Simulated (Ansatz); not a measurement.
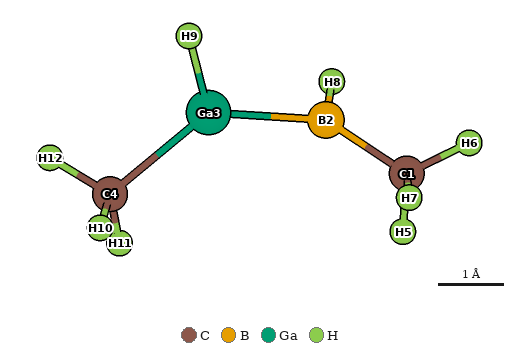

Figure 1. The input geometry (ball-and-stick view, seen at a tilt; atoms are numbered from 1 in the order of the input). Sticks mark near contacts.

## Geometry relaxation, with input and output: C$_{2}$H$_{8}$BGa

C$_{2}$H$_{8}$BGa, SMILES C[BH][GaH][CH3], computed with RKS PBE0-D4/def2-TZVP (Ansatz 0.2.0).

The geometry: PBE-D4/def2-SVP start. Figures and captions count atoms from 1; the log counts them from 0 in places.

**The program's output**
```
Functional definition: PBE0
  name "PBE0"
  cite "Adamo & Barone, J. Chem. Phys. 110, 6158 (1999) doi:10.1063/1.478522"
  cite "Perdew, Burke & Ernzerhof, Phys. Rev. Lett. 77, 3865 (1996) doi:10.1103/PhysRevLett.77.3865"
  parent pbe
  parameter a = 0.25
  parameter kappa = 0.804
  parameter beta = 0.06672455060314922
  exchange = (1 - a)*pbe_x(kappa = kappa, mu = beta*pi^2/3) + a*exact_x
  correlation = pbe_c(beta = beta)
1294 factors; their error is unknown
mean field evaluation 1: about -55237.1921 eV, gradient 7.1e1 eV
mean field evaluation 2: about -55231.5685 eV, gradient 8.2e1 eV
mean field evaluation 4: about -55248.0440 eV, gradient 4.0e0 eV
mean field evaluation 8: about -55248.0682 eV, gradient 4.7e-2 eV
mean field evaluation 16: about -55248.2418 eV, gradient 6.4e-5 eV
mean field -55248.24175182 eV, -2030.3354357762 hartree, gradient 6.4e-5 eV, S^2 0.000000; 0 other end points of the search recorded, 0 dependent functions left out
the calculation of the forces begins
reference -55248.24178907 eV, -2030.3354371452 hartree; 28, 28 occupied and 161, 161 virtual orbitals, 1294 factors
relax step   1: F+E_penalty+E_count = -55248.41229473 eV  Δ(F+E_penalty+E_count) = +0.000e0 eV  max|allowed force component| = 3.979e-1 eV/Å  Δτ_max = 0.0000 Å  (27 SCF iters, accepted)
these checks for a lower state are left out or cut short: starts, cluster_reference, orbital_swaps, neighbouring_geometries, increment
1294 factors; their error is unknown
mean field -55248.27542820 eV, -2030.3366733602 hartree, gradient 1.4e-5 eV, S^2 0.000000; 0 other end points of the search recorded, 0 dependent functions left out
[... from here on the field's lines of each further geometry are left out, up to the last ...]
relax step   2: F+E_penalty+E_count = -55248.44641334 eV  Δ(F+E_penalty+E_count) = -3.412e-2 eV  max|allowed force component| = 1.403e-1 eV/Å  Δτ_max = 0.0229 Å  (31 SCF iters, accepted)
relax step   3: F+E_penalty+E_count = -55248.44945429 eV  Δ(F+E_penalty+E_count) = -3.041e-3 eV  max|allowed force component| = 1.643e-2 eV/Å  Δτ_max = 0.0159 Å  (31 SCF iters, accepted)
relax step   4: F+E_penalty+E_count = -55248.44951173 eV  Δ(F+E_penalty+E_count) = -5.744e-5 eV  max|allowed force component| = 1.737e-2 eV/Å  Δτ_max = 0.0053 Å  (32 SCF iters, accepted)
relax step   5: F+E_penalty+E_count = -55248.44953242 eV  Δ(F+E_penalty+E_count) = -2.068e-5 eV  max|allowed force component| = 1.171e-2 eV/Å  Δτ_max = 0.0138 Å  (32 SCF iters, accepted)
relax step   6: F+E_penalty+E_count = -55248.44956947 eV  Δ(F+E_penalty+E_count) = -3.706e-5 eV  max|allowed force component| = 9.272e-3 eV/Å  Δτ_max = 0.0063 Å  (31 SCF iters, accepted)
relax step   7: F+E_penalty+E_count = -55248.44959990 eV  Δ(F+E_penalty+E_count) = -3.043e-5 eV  max|allowed force component| = 7.184e-3 eV/Å  Δτ_max = 0.0080 Å  (32 SCF iters, accepted)
relax step   8: F+E_penalty+E_count = -55248.44961655 eV  Δ(F+E_penalty+E_count) = -1.665e-5 eV  max|allowed force component| = 1.299e-3 eV/Å  Δτ_max = 0.0058 Å  (32 SCF iters, accepted)
relax step   9: F+E_penalty+E_count = -55248.44963486 eV  Δ(F+E_penalty+E_count) = -1.831e-5 eV  max|allowed force component| = 6.569e-3 eV/Å  Δτ_max = 0.0149 Å  (31 SCF iters, accepted)
relax step  10: F+E_penalty+E_count = -55248.44964620 eV  Δ(F+E_penalty+E_count) = -1.133e-5 eV  max|allowed force component| = 7.704e-3 eV/Å  Δτ_max = 0.0141 Å  (30 SCF iters, accepted)
relax step  11: F+E_penalty+E_count = -55248.44965516 eV  Δ(F+E_penalty+E_count) = -8.963e-6 eV  max|allowed force component| = 9.058e-3 eV/Å  Δτ_max = 0.0079 Å  (31 SCF iters, accepted)
relax step  12: F+E_penalty+E_count = -55248.44964956 eV  Δ(F+E_penalty+E_count) = +5.600e-6 eV  max|allowed force component| = 1.084e-2 eV/Å  Δτ_max = 0.0153 Å  (31 SCF iters, rejected (line search))
relax step  13: F+E_penalty+E_count = -55248.44965991 eV  Δ(F+E_penalty+E_count) = -4.747e-6 eV  max|allowed force component| = 7.364e-3 eV/Å  Δτ_max = 0.0073 Å  (30 SCF iters, accepted)
the calculation of the forces begins
reference -55248.27838859 eV, -2030.3367821524 hartree; 28, 28 occupied and 161, 161 virtual orbitals, 1294 factors
relax step  14: F+E_penalty+E_count = -55248.44966849 eV  Δ(F+E_penalty+E_count) = -8.583e-6 eV  max|allowed force component| = 4.278e-3 eV/Å  Δτ_max = 0.0071 Å  (32 SCF iters, accepted)
```

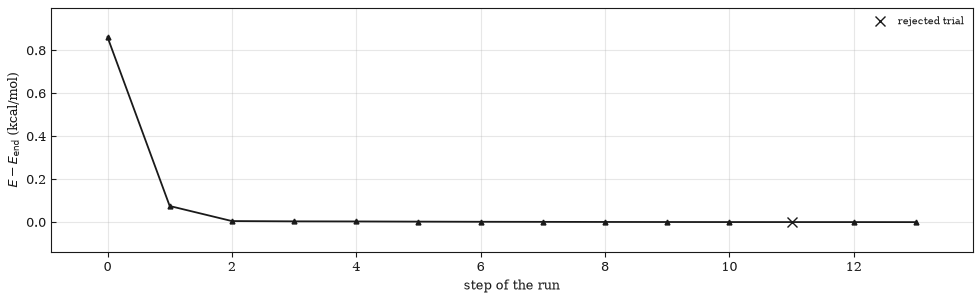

Figure 2. Progress of the relaxation, step by step (the first geometry is step 0 here and step 1 in the log).

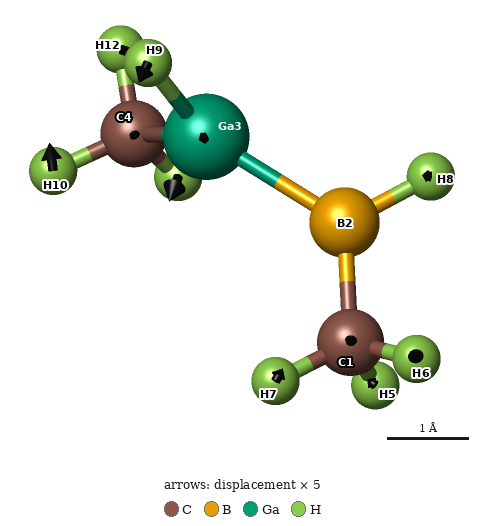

Figure 3. The starting structure with the displacements as black arrows, magnified 5 times (ball-and-stick view, seen at a tilt). The two geometries are laid on each other by the best rigid fit. Over 13 geometry steps the energy falls by 0.86 kcal/mol. The largest force component goes from 0.4 to 0.0043 eV/Å. The line search rejected the trial step at point 11 (counted from 0) and went back. The largest move after the best rigid fit is that of H12, 0.10 Å. Largest moves by element: H 0.10 Å, C 0.02 Å, Ga 0.02 Å, B 0.01 Å. Among the contacts that change: B2–H8 1.227 → 1.206 Å, C1–H6 1.111 → 1.094 Å, C1–H5 1.121 → 1.104 Å, Ga3–C4 1.994 → 1.980 Å. (Atoms are counted from 1 in the order of the input.)

```
1294 factors; their error is unknown
mean field -55248.27835155 eV, -2030.3367807914 hartree, gradient 4.6e-5 eV, S^2 0.000000; 1 other end points of the search recorded, 0 dependent functions left out
the calculation of the forces begins
reference -55248.27838858 eV, -2030.3367821524 hartree; 28, 28 occupied and 161, 161 virtual orbitals, 1294 factors
Total energy: -55248.44970552 eV, -2030.3430779338 hartree
Atom 0 at    -1.564862     1.624823    -0.176040 Å, force    -0.000233     0.000655    -0.001724 eV/Å
Atom 1 at    -1.044190     0.430350     0.677462 Å, force    -0.001554    -0.001896     0.000241 eV/Å
Atom 2 at     0.900520    -0.314097     0.688997 Å, force     0.001371    -0.000859     0.001294 eV/Å
Atom 3 at     1.611521    -1.671922    -0.563719 Å, force     0.004174    -0.001116    -0.004133 eV/Å
Atom 4 at    -2.070225     1.131948    -1.025510 Å, force     0.000244     0.000622     0.000256 eV/Å
Atom 5 at    -2.348361     2.208509     0.316116 Å, force     0.000001     0.000085     0.000291 eV/Å
Atom 6 at    -0.818630     2.296471    -0.602703 Å, force    -0.000290     0.000106     0.000173 eV/Å
Atom 7 at    -1.869633    -0.139576     1.346324 Å, force     0.000478     0.000538     0.000198 eV/Å
Atom 8 at     1.950406     0.185808     1.768286 Å, force     0.000001     0.000114    -0.000545 eV/Å
Atom 9 at     2.462406    -1.251715    -1.108669 Å, force    -0.004278    -0.002418     0.002998 eV/Å
Atom 10 at     0.876560    -2.026983    -1.286606 Å, force     0.001874     0.001080     0.002653 eV/Å
Atom 11 at     1.991486    -2.528817     0.000162 Å, force    -0.001788     0.003089    -0.001702 eV/Å
Dipole moment:    -0.160540     0.051531    -0.174321 e Å
```

**Trajectory as extended XYZ (Å, eV, eV/Å), 14 frames, from step=1 to step=14**
```
12
Properties=species:S:1:pos:R:3:forces:R:3 step=1 energy=-55248.41230
C    -1.5647    1.6478   -0.1777   -0.2192   0.1466  -0.2121
B    -1.0488    0.4391    0.6732   -0.3566  -0.0200   0.1204
Ga    0.8847   -0.3277    0.6971    0.2295  -0.1195  -0.0129
C     1.6212   -1.6866   -0.5630    0.1601  -0.1955  -0.2031
H    -2.0935    1.1430   -1.0274    0.2324   0.2272   0.3441
H    -2.3555    2.2450    0.3240    0.3979  -0.2694  -0.2336
H    -0.8110    2.3223   -0.6281   -0.3578  -0.3285   0.2412
H    -1.8919   -0.1448    1.3476    0.2980   0.2401  -0.2585
H     1.9437    0.1392    1.8011   -0.1283  -0.0280  -0.1078
H     2.4309   -1.2116   -1.1588   -0.3960  -0.2459   0.2728
H     0.8712   -2.1054   -1.2611    0.3816   0.1962   0.3403
H     2.0906   -2.5156    0.0070   -0.2417   0.3968  -0.2909
12
Properties=species:S:1:pos:R:3:forces:R:3 step=2 energy=-55248.44641
C    -1.5618    1.6364   -0.1777   -0.0678   0.0563  -0.0964
B    -1.0441    0.4359    0.6715   -0.1403  -0.0195   0.0514
Ga    0.8914   -0.3275    0.6972    0.0541  -0.0433  -0.0310
C     1.6149   -1.6793   -0.5622    0.0656  -0.0564  -0.0607
H    -2.0783    1.1419   -1.0266    0.0815   0.0748   0.1165
H    -2.3446    2.2265    0.3181    0.1128  -0.0844  -0.0575
H    -0.8133    2.3076   -0.6120   -0.0949  -0.0912   0.0571
H    -1.8807   -0.1343    1.3380    0.0983   0.0590  -0.0704
H     1.9325    0.1509    1.7973   -0.0174  -0.0046  -0.0192
H     2.4184   -1.2189   -1.1552   -0.1159  -0.0635   0.0854
H     0.8702   -2.0889   -1.2520    0.0907   0.0627   0.1005
H     2.0723   -2.5054   -0.0022   -0.0668   0.1100  -0.0758
12
Properties=species:S:1:pos:R:3:forces:R:3 step=3 energy=-55248.44945
C    -1.5586    1.6307   -0.1793   -0.0038  -0.0033  -0.0109
B    -1.0471    0.4305    0.6709    0.0053   0.0034   0.0164
Ga    0.8922   -0.3261    0.6966    0.0018  -0.0091   0.0041
C     1.6122   -1.6742   -0.5607    0.0025  -0.0002  -0.0065
H    -2.0726    1.1422   -1.0259   -0.0044   0.0001  -0.0076
H    -2.3351    2.2207    0.3159   -0.0060   0.0028   0.0063
H    -0.8094    2.2963   -0.6095    0.0077  -0.0002   0.0033
H    -1.8778   -0.1368    1.3356   -0.0026   0.0006  -0.0048
H     1.9320    0.1555    1.7933    0.0020   0.0084   0.0023
H     2.4124   -1.2178   -1.1516    0.0039   0.0021  -0.0026
H     0.8650   -2.0754   -1.2455   -0.0047  -0.0027  -0.0042
H     2.0637   -2.5008   -0.0057   -0.0017  -0.0018   0.0041
12
Properties=species:S:1:pos:R:3:forces:R:3 step=4 energy=-55248.44951
C    -1.5582    1.6295   -0.1792   -0.0015   0.0039  -0.0022
B    -1.0463    0.4315    0.6741   -0.0033  -0.0174  -0.0062
Ga    0.8928   -0.3266    0.6979    0.0024   0.0079   0.0030
C     1.6113   -1.6740   -0.5615   -0.0004   0.0022  -0.0022
H    -2.0689    1.1403   -1.0276    0.0013   0.0003  -0.0005
H    -2.3371    2.2184    0.3140   -0.0020   0.0020   0.0018
H    -0.8081    2.2961   -0.6065    0.0034   0.0021  -0.0004
H    -1.8784   -0.1371    1.3358   -0.0022   0.0025   0.0052
H     1.9329    0.1606    1.7923    0.0035  -0.0003  -0.0007
H     2.4136   -1.2190   -1.1509    0.0015   0.0012   0.0009
H     0.8638   -2.0727   -1.2477   -0.0026  -0.0007  -0.0004
H     2.0596   -2.5023   -0.0064    0.0002  -0.0038   0.0018
12
Properties=species:S:1:pos:R:3:forces:R:3 step=5 energy=-55248.44953
C    -1.5585    1.6305   -0.1764    0.0017  -0.0082  -0.0053
B    -1.0468    0.4292    0.6727   -0.0035  -0.0047  -0.0117
Ga    0.8948   -0.3225    0.6951   -0.0038  -0.0050   0.0032
C     1.6105   -1.6754   -0.5602    0.0010   0.0069  -0.0066
H    -2.0651    1.1434   -1.0285    0.0004   0.0009  -0.0028
H    -2.3403    2.2157    0.3160   -0.0057   0.0047   0.0066
H    -0.8082    2.3000   -0.5986    0.0050   0.0062  -0.0013
H    -1.8798   -0.1441    1.3287   -0.0020  -0.0001   0.0100
H     1.9370    0.1709    1.7841    0.0068   0.0012   0.0016
H     2.4166   -1.2257   -1.1481    0.0050   0.0029  -0.0016
H     0.8635   -2.0723   -1.2479   -0.0059   0.0006   0.0005
H     2.0532   -2.5050   -0.0028    0.0011  -0.0056   0.0075
12
Properties=species:S:1:pos:R:3:forces:R:3 step=6 energy=-55248.44957
C    -1.5585    1.6295   -0.1766   -0.0001  -0.0078  -0.0063
B    -1.0478    0.4273    0.6721   -0.0026   0.0010   0.0089
Ga    0.8945   -0.3233    0.6966    0.0027   0.0065  -0.0093
C     1.6100   -1.6751   -0.5601    0.0010   0.0011  -0.0036
H    -2.0635    1.1440   -1.0305    0.0020   0.0035  -0.0007
H    -2.3412    2.2140    0.3159    0.0000   0.0002   0.0028
H    -0.8072    2.3000   -0.5960    0.0009   0.0018  -0.0014
H    -1.8807   -0.1443    1.3300   -0.0017  -0.0014   0.0019
H     1.9405    0.1747    1.7804   -0.0017  -0.0024   0.0019
H     2.4185   -1.2265   -1.1458    0.0005   0.0006   0.0025
H     0.8629   -2.0692   -1.2494   -0.0015   0.0000   0.0019
H     2.0494   -2.5065   -0.0024    0.0005  -0.0034   0.0014
12
Properties=species:S:1:pos:R:3:forces:R:3 step=7 energy=-55248.44960
C    -1.5583    1.6272   -0.1773   -0.0059   0.0062  -0.0039
B    -1.0473    0.4273    0.6741   -0.0061  -0.0044   0.0049
Ga    0.8952   -0.3211    0.6958    0.0072  -0.0017   0.0034
C     1.6094   -1.6734   -0.5610    0.0017  -0.0017   0.0001
H    -2.0630    1.1418   -1.0314    0.0006  -0.0020   0.0005
H    -2.3411    2.2123    0.3145    0.0004   0.0006   0.0004
H    -0.8072    2.2975   -0.5973    0.0013   0.0009   0.0003
H    -1.8791   -0.1434    1.3346    0.0020   0.0024  -0.0017
H     1.9410    0.1753    1.7809   -0.0016  -0.0015  -0.0030
H     2.4228   -1.2280   -1.1422    0.0013  -0.0004  -0.0004
H     0.8627   -2.0624   -1.2537   -0.0003   0.0007  -0.0006
H     2.0418   -2.5084   -0.0030   -0.0006   0.0009   0.0002
12
Properties=species:S:1:pos:R:3:forces:R:3 step=8 energy=-55248.44962
C    -1.5593    1.6272   -0.1773   -0.0011   0.0002   0.0009
B    -1.0474    0.4277    0.6747    0.0000  -0.0002  -0.0005
Ga    0.8959   -0.3208    0.6952    0.0000   0.0013   0.0010
C     1.6100   -1.6734   -0.5614    0.0001  -0.0008  -0.0005
H    -2.0637    1.1407   -1.0309    0.0007  -0.0006   0.0003
H    -2.3422    2.2122    0.3144    0.0000   0.0004  -0.0001
H    -0.8085    2.2977   -0.5977    0.0001  -0.0002  -0.0002
H    -1.8786   -0.1423    1.3362    0.0004   0.0003   0.0001
H     1.9422    0.1757    1.7796   -0.0007  -0.0005  -0.0011
H     2.4271   -1.2304   -1.1392    0.0006  -0.0001   0.0005
H     0.8643   -2.0591   -1.2570    0.0003   0.0001  -0.0004
H     2.0373   -2.5105   -0.0026   -0.0005   0.0001   0.0000
12
Properties=species:S:1:pos:R:3:forces:R:3 step=9 energy=-55248.44963
C    -1.5610    1.6263   -0.1770    0.0037  -0.0032   0.0060
B    -1.0471    0.4280    0.6762    0.0046   0.0042  -0.0066
Ga    0.8974   -0.3188    0.6936   -0.0058   0.0009  -0.0002
C     1.6103   -1.6728   -0.5622    0.0019  -0.0020  -0.0017
H    -2.0644    1.1383   -1.0302   -0.0006  -0.0009  -0.0003
H    -2.3445    2.2108    0.3143   -0.0007   0.0002  -0.0007
H    -0.8108    2.2973   -0.5979   -0.0008  -0.0008  -0.0001
H    -1.8769   -0.1416    1.3397   -0.0008  -0.0010   0.0014
H     1.9452    0.1793    1.7755    0.0008   0.0007   0.0008
H     2.4376   -1.2366   -1.1307   -0.0031  -0.0018   0.0027
H     0.8672   -2.0494   -1.2655    0.0029   0.0005   0.0013
H     2.0239   -2.5160   -0.0016   -0.0022   0.0033  -0.0026
12
Properties=species:S:1:pos:R:3:forces:R:3 step=10 energy=-55248.44965
C    -1.5624    1.6254   -0.1766    0.0058  -0.0040   0.0068
B    -1.0465    0.4285    0.6772    0.0053   0.0061  -0.0077
Ga    0.8987   -0.3168    0.6919   -0.0072  -0.0006  -0.0013
C     1.6106   -1.6723   -0.5629    0.0059  -0.0039  -0.0033
H    -2.0656    1.1359   -1.0291   -0.0015  -0.0013  -0.0009
H    -2.3462    2.2096    0.3145   -0.0013   0.0002  -0.0005
H    -0.8133    2.2967   -0.5988   -0.0009  -0.0006  -0.0001
H    -1.8746   -0.1408    1.3429   -0.0015  -0.0018   0.0017
H     1.9475    0.1826    1.7721    0.0019   0.0012   0.0016
H     2.4474   -1.2424   -1.1224   -0.0077  -0.0043   0.0053
H     0.8703   -2.0404   -1.2738    0.0055   0.0015   0.0040
H     2.0111   -2.5211   -0.0008   -0.0042   0.0073  -0.0056
12
Properties=species:S:1:pos:R:3:forces:R:3 step=11 energy=-55248.44965
C    -1.5632    1.6250   -0.1765    0.0048  -0.0015   0.0048
B    -1.0457    0.4291    0.6777    0.0023   0.0028  -0.0058
Ga    0.8992   -0.3160    0.6911   -0.0035  -0.0001  -0.0014
C     1.6108   -1.6720   -0.5633    0.0071  -0.0050  -0.0040
H    -2.0669    1.1343   -1.0281   -0.0014  -0.0015  -0.0007
H    -2.3470    2.2091    0.3147   -0.0011   0.0002  -0.0002
H    -0.8149    2.2963   -0.6001   -0.0007  -0.0002   0.0000
H    -1.8729   -0.1402    1.3446   -0.0012  -0.0008   0.0014
H     1.9486    0.1839    1.7706    0.0015   0.0006   0.0014
H     2.4528   -1.2454   -1.1174   -0.0091  -0.0049   0.0060
H     0.8723   -2.0353   -1.2786    0.0059   0.0019   0.0048
H     2.0039   -2.5240   -0.0006   -0.0046   0.0084  -0.0062
12
Properties=species:S:1:pos:R:3:forces:R:3 step=12 energy=-55248.44965 accepted=F
C    -1.5651    1.6246   -0.1762    0.0003  -0.0024  -0.0037
B    -1.0445    0.4295    0.6764    0.0021   0.0103   0.0108
Ga    0.9007   -0.3136    0.6886   -0.0013  -0.0079  -0.0008
C     1.6117   -1.6718   -0.5638    0.0108  -0.0039  -0.0073
H    -2.0709    1.1324   -1.0258   -0.0009   0.0011  -0.0014
H    -2.3481    2.2085    0.3165   -0.0002  -0.0005   0.0007
H    -0.8187    2.2961   -0.6028   -0.0005  -0.0003  -0.0002
H    -1.8693   -0.1387    1.3476   -0.0004  -0.0037  -0.0038
H     1.9503    0.1854    1.7685   -0.0007   0.0020  -0.0010
H     2.4633   -1.2519   -1.1083   -0.0104  -0.0065   0.0064
H     0.8768   -2.0265   -1.2872    0.0058   0.0027   0.0063
H     1.9910   -2.5291    0.0004   -0.0045   0.0090  -0.0060
12
Properties=species:S:1:pos:R:3:forces:R:3 step=13 energy=-55248.44966
C    -1.5640    1.6251   -0.1761    0.0022   0.0017   0.0009
B    -1.0447    0.4304    0.6780   -0.0032  -0.0074  -0.0057
Ga    0.8996   -0.3155    0.6904    0.0026   0.0047  -0.0007
C     1.6111   -1.6721   -0.5634    0.0023  -0.0020  -0.0029
H    -2.0685    1.1327   -1.0264    0.0002  -0.0004   0.0006
H    -2.3478    2.2090    0.3153   -0.0002   0.0002   0.0001
H    -0.8170    2.2966   -0.6017   -0.0005   0.0004   0.0002
H    -1.8712   -0.1401    1.3449    0.0000   0.0021   0.0026
H     1.9496    0.1850    1.7692    0.0004  -0.0012   0.0009
H     2.4576   -1.2485   -1.1127   -0.0037  -0.0013   0.0032
H     0.8747   -2.0311   -1.2828    0.0015   0.0007   0.0023
H     1.9976   -2.5266   -0.0004   -0.0016   0.0024  -0.0016
12
Properties=species:S:1:pos:R:3:forces:R:3 step=14 energy=-55248.44967
C    -1.5649    1.6248   -0.1760   -0.0002   0.0007  -0.0017
B    -1.0442    0.4304    0.6775   -0.0016  -0.0019   0.0002
Ga    0.9005   -0.3141    0.6890    0.0014  -0.0009   0.0013
C     1.6115   -1.6719   -0.5637    0.0042  -0.0011  -0.0041
H    -2.0702    1.1319   -1.0255    0.0002   0.0006   0.0003
H    -2.3484    2.2085    0.3161    0.0000   0.0001   0.0003
H    -0.8186    2.2965   -0.6027   -0.0003   0.0001   0.0002
H    -1.8696   -0.1396    1.3463    0.0005   0.0005   0.0002
H     1.9504    0.1858    1.7683    0.0000   0.0001  -0.0005
H     2.4624   -1.2517   -1.1087   -0.0043  -0.0024   0.0030
H     0.8766   -2.0270   -1.2866    0.0019   0.0011   0.0027
H     1.9915   -2.5288    0.0002   -0.0018   0.0031  -0.0017
```

This output came from the following input.

**Input file**
```yaml
crystal:
  periodic: [false, false, false]
  atoms:
    - {symbol: C, position_ang: [-1.564695, 1.647848, -0.177694]}
    - {symbol: B, position_ang: [-1.048840, 0.439051, 0.673218]}
    - {symbol: Ga, position_ang: [0.884714, -0.327690, 0.697096]}
    - {symbol: C, position_ang: [1.621217, -1.686564, -0.562973]}
    - {symbol: H, position_ang: [-2.093485, 1.143032, -1.027372]}
    - {symbol: H, position_ang: [-2.355476, 2.244986, 0.324003]}
    - {symbol: H, position_ang: [-0.811017, 2.322324, -0.628097]}
    - {symbol: H, position_ang: [-1.891878, -0.144823, 1.347638]}
    - {symbol: H, position_ang: [1.943727, 0.139235, 1.801111]}
    - {symbol: H, position_ang: [2.430923, -1.211568, -1.158770]}
    - {symbol: H, position_ang: [0.871173, -2.105414, -1.261106]}
    - {symbol: H, position_ang: [2.090635, -2.515618, 0.007046]}
basis:
  gaussian: {orbitals: def2-TZVP}
hamiltonian: {xc: pbe0, dispersion: d4}
relax: {f_tol: 0.005, max_steps: 150}
```

Launched with:
```bash
ansatz run in.yaml --threads 4 --pin off --events-out ev --progress --plain --max-ram 10444MiB
```

**Key numbers**

```csv
quantity,value
outcome,converged
total energy,−55248.4497 eV
mean-field energy,−55248.2784 eV
dispersion energy,−0.1713 eV
SCF solution under orbital rotations,stable
largest force (length of the vector) at the end,0.006 eV/Å
dipole moment,1.16 D
hardware,"4 threads of Arm Neoverse V2, 23 GiB of memory available, shared host"
wall time,35 s (CPU time 2.2 min)
peak memory,0.48 GiB
```
